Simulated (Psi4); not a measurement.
# BN2H5 (SMILES NBN): SVWN5/6-311+G(d,p)

Aim: the vertical singlet–triplet gap of BN2H5 at SVWN5/6-311+G**, from 2 runs. 

Program for the calculation: Psi4 1.11.

2 further runs of the same task are left out: 2 set aside as unsound or not needed.

## Step 1: The system as given

BN2H5 has 8 atoms, charge 0, and is taken as a singlet. As SMILES, `NBN`. The shape is that of a PBE0-D4/def2-TZVP optimisation.

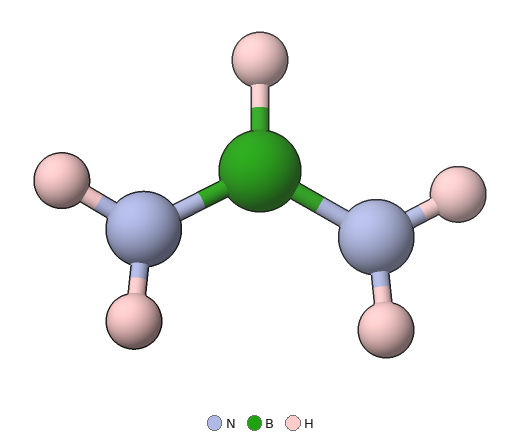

The structure, seen from a chosen angle (nitrogen light blue, boron green, hydrogen pink).

## Step 2: Energy and forces at SVWN5/6-311+G(d,p)

File job.py:

```python
import psi4

psi4.set_memory('1600 MB')
psi4.set_num_threads(1)
psi4.set_output_file('run.log', False)

geom = psi4.geometry("""
0 1
N     -0.971000     0.516500    -0.581100
B      0.194200     0.386600     0.200500
N      0.848200    -0.845200     0.401400
H     -1.426800    -0.244500    -1.053400
H     -1.423900     1.400900    -0.713700
H      0.649700     1.368600     0.718000
H      1.676700    -0.919800     0.960900
H      0.545000    -1.720300     0.011600
units angstrom
symmetry c1
no_reorient
no_com
""")

options = {'basis': '6-311+G**', 'reference': 'rks', 'puream': True, 'e_convergence': 1e-09, 'd_convergence': 1e-08, 'scf_type': 'pk', 'dft_radial_points': 99, 'dft_spherical_points': 590}
psi4.set_options(options)

e, wfn = psi4.gradient("scf", dft_functional={"name": "SVWN5", "x_functionals": {"LDA_X": {}}, "c_functionals": {"LDA_C_VWN": {}}}, return_wfn=True)
print('gradient / Eh bohr^-1')
print(e.np.round(6))
print(f'energy = {wfn.energy():.10f} Eh')
```

On the command line:

```console
$ python job.py
```

run.log:

```text
[...]
  Running in c1 symmetry.
[...]
  Nuclear repulsion =   68.852594815844668
[...]
  Multiplicity = 1
[...]
  Nalpha       = 12
  Nbeta        = 12
[...]
    Number of basis functions: 96
[...]
   @RKS iter   1:  -135.54263505372489    9.41593e-02   1.37641e-02 DIIS/ADIIS
[...]
   @RKS iter  12:  -136.28331846668078   -1.27898e-12   1.32583e-09 DIIS
[...]
    Orbital Energies [Eh]
    ---------------------
    Doubly Occupied:
       1A    -13.831317     2A    -13.831301     3A     -6.398794
       4A     -0.784325     5A     -0.756963     6A     -0.472067
       7A     -0.464287     8A     -0.441003     9A     -0.381900
      10A     -0.289170    11A     -0.277733    12A     -0.210111
[...]
  @RKS Final Energy:  -136.28331846668078
   => Energetics <=
    Nuclear Repulsion Energy =             68.8525948158446681
    One-Electron Energy =                -321.3111971929096171
    Two-Electron Energy =                 134.7183935494966249
    DFT Exchange-Correlation Energy =     -18.5431096391124655
    Empirical Dispersion Energy =           0.0000000000000000
    VV10 Nonlocal Energy =                  0.0000000000000000
    Total Energy =                       -136.2833184666807824
[...]
 Multipole Moments:
 ------------------------------------------------------------------------------------
     Multipole            Electronic (a.u.)      Nuclear  (a.u.)        Total (a.u.)
 ------------------------------------------------------------------------------------
 L = 1.  Multiply by 2.5417464519 to convert [e a0] to [Debye]
 Dipole X            :         -0.4627461            0.2496328           -0.2131132
 Dipole Y            :          0.4533622           -0.9127377           -0.4593755
 Dipole Z            :          0.3854708           -0.6273891           -0.2419183
 Magnitude           :                                                    0.5612197
[...]
  -Total Gradient:
     Atom            X                  Y                   Z
    ------   -----------------  -----------------  -----------------
       1       -0.010765650815     0.001698617677    -0.007118353314
       2        0.001489589611     0.003169572167     0.001680127059
       3        0.006281208613    -0.011237203707     0.002052027892
       4        0.004768602913     0.009085539422     0.005172152434
       5        0.004639985202    -0.010230669307     0.001119649144
       6       -0.001159765881    -0.002493527356    -0.001314957994
       7       -0.009234965471     0.000200229054    -0.006364656192
       8        0.003980861653     0.009807156400     0.004773859598
[...]
```

On the terminal:

```text
gradient / Eh bohr^-1
[[-0.010766  0.001699 -0.007118]
 [ 0.00149   0.00317   0.00168 ]
 [ 0.006281 -0.011237  0.002052]
 [ 0.004769  0.009086  0.005172]
 [ 0.00464  -0.010231  0.00112 ]
 [-0.00116  -0.002494 -0.001315]
 [-0.009235  0.0002   -0.006365]
 [ 0.003981  0.009807  0.004774]]
energy = -136.2833184667 Eh
```

Run time: 11 s. Hardware: 1 thread of AMD EPYC 9B45 (Zen 5), shared host; peak memory 0.67 GiB.

## Step 3: The triplet

File run.py:

```python
import psi4

psi4.set_memory('1600 MB')
psi4.set_num_threads(1)
psi4.set_output_file('bh5n2.out', False)

molecule = psi4.geometry("""
0 3
N     -1.83492407     0.97604354    -1.09811985
B      0.36698481     0.73056812     0.37889009
N      1.60286570    -1.59719652     0.75853607
H     -2.69626123    -0.46203804    -1.99063750
H     -2.69078103     2.64731733    -1.34869754
H      1.22775506     2.58627917     1.35682336
H      3.16850379    -1.73817009     1.81583783
H      1.02990074    -3.25089585     0.02192082
units bohr
symmetry c1
""")

psi4.set_options({
    'basis': '6-311+G**',
    'reference': 'uks',
    'puream': True,
    'e_convergence': 1e-09,
    'd_convergence': 1e-08,
    'scf_type': 'pk',
    'dft_radial_points': 99,
    'dft_spherical_points': 590,
    'maxiter': 100,
})

e = psi4.gradient('scf', dft_functional={"name": "SVWN5", "x_functionals": {"LDA_X": {}}, "c_functionals": {"LDA_C_VWN": {}}})
print('gradient / Eh bohr^-1')
print(e.np.round(6))
```

On the command line:

```console
$ python run.py
```

bh5n2.out (excerpt; [...] marks lines left out):

```text
[...]
  Running in c1 symmetry.
[...]
  Nuclear repulsion =   68.852594849825280
[...]
  Multiplicity = 3
[...]
  Nalpha       = 13
  Nbeta        = 11
[...]
    Number of basis functions: 96
[...]
   @UKS iter   1:  -135.40907132030182    2.27723e-01   1.19776e-02 ADIIS/DIIS
[...]
   @UKS iter  14:  -136.07838370639163   -2.17426e-11   6.09407e-09 DIIS
[...]
   @S^2 Observed:                2.005187123E+00
[...]
  @UKS Final Energy:  -136.07838370639163
   => Energetics <=
    Nuclear Repulsion Energy =             68.8525948498252802
    One-Electron Energy =                -318.8839810129699117
    Two-Electron Energy =                 132.3224928608801179
    DFT Exchange-Correlation Energy =     -18.3694904041271130
    Empirical Dispersion Energy =           0.0000000000000000
    VV10 Nonlocal Energy =                  0.0000000000000000
    Total Energy =                       -136.0783837063916337
[...]
 Multipole Moments:
 ------------------------------------------------------------------------------------
     Multipole            Electronic (a.u.)      Nuclear  (a.u.)        Total (a.u.)
 ------------------------------------------------------------------------------------
 L = 1.  Multiply by 2.5417464519 to convert [e a0] to [Debye]
 Dipole X            :          0.5226267           -0.2026103            0.3200165
 Dipole Y            :          1.1263528           -0.4364850            0.6898678
 Dipole Z            :          0.5936194           -0.2298172            0.3638022
 Magnitude           :                                                    0.8430184
[...]
  -Total Gradient:
     Atom            X                  Y                   Z
    ------   -----------------  -----------------  -----------------
       1       -0.022343000543     0.011701610064    -0.013100070838
       2       -0.006767242920    -0.014598108331    -0.007673183229
       3        0.018793815036    -0.019254180775     0.009082111593
       4        0.010938638169     0.025514642219     0.012823846766
       5        0.015150861060    -0.031562110807     0.004029373725
       6        0.000945198891     0.002041921263     0.001070835667
       7       -0.029018535299     0.001541438088    -0.019815906280
       8        0.012300100488     0.024614436070     0.013582806234
[...]
```

The script printed:

```text
gradient / Eh bohr^-1
[[-0.022343  0.011702 -0.0131  ]
 [-0.006767 -0.014598 -0.007673]
 [ 0.018794 -0.019254  0.009082]
 [ 0.010939  0.025515  0.012824]
 [ 0.015151 -0.031562  0.004029]
 [ 0.000945  0.002042  0.001071]
 [-0.029019  0.001541 -0.019816]
 [ 0.0123    0.024614  0.013583]]
```

Run time: 19 s. Hardware: 1 thread of AMD EPYC 9B45 (Zen 5), shared host; peak memory 0.67 GiB.

## Step 4: Outcome

Level: SVWN5/6-311+G**.

```
                                        quantity          value
                           singlet: total energy  -136.28332 Eh
                          singlet: dipole moment         1.43 D
                            singlet: HOMO energy       -5.72 eV
                            singlet: LUMO energy       -0.42 eV
                          singlet: HOMO–LUMO gap        5.29 eV
               singlet: largest force on an atom     0.670 eV/Å
                           triplet: total energy  -136.07838 Eh
                          triplet: dipole moment         2.14 D
     triplet: HOMO energy (highest over α and β)       -1.95 eV
                                   triplet: ⟨S²⟩          2.005
               triplet: largest force on an atom     1.812 eV/Å
vertical energy of the triplet above the singlet       5.577 eV
```

In words: At this shape the triplet lies 5.58 eV (129 kcal/mol) above the singlet. The largest force (singlet) is 0.67 eV/Å: the shape isn't a stationary point for this species at this level.
